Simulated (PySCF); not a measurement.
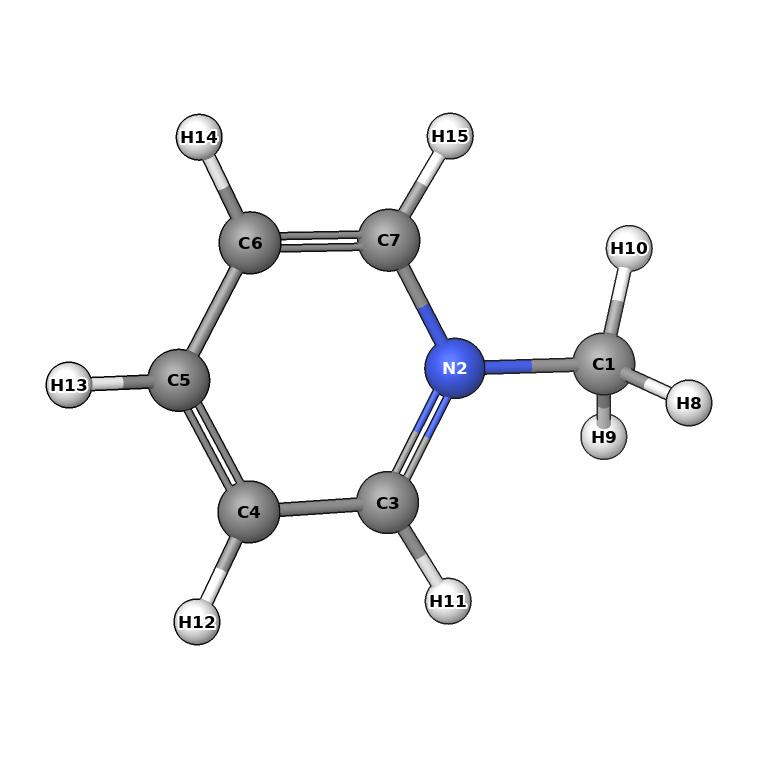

Charge +1, singlet. Computed geometry: PBE0-D3(BJ)/def2-SVP optimisation. No frequency run is at hand to confirm it as a minimum. Level of theory: delta-SCF UKS SCAN, pcX-2 on the ionised atom, pcseg-1 elsewhere, spin-free X2C (PySCF 2.14.0).

Give the core-electron binding energies (to vacuum) of C1 1s, N2 1s, C3 1s, C4 1s, C5 1s.

```csv
atom,level,binding energy (eV)
C1,1s,297.0
N2,1s,412.6
C3,1s,297.0
C4,1s,296.0
C5,1s,296.1
```
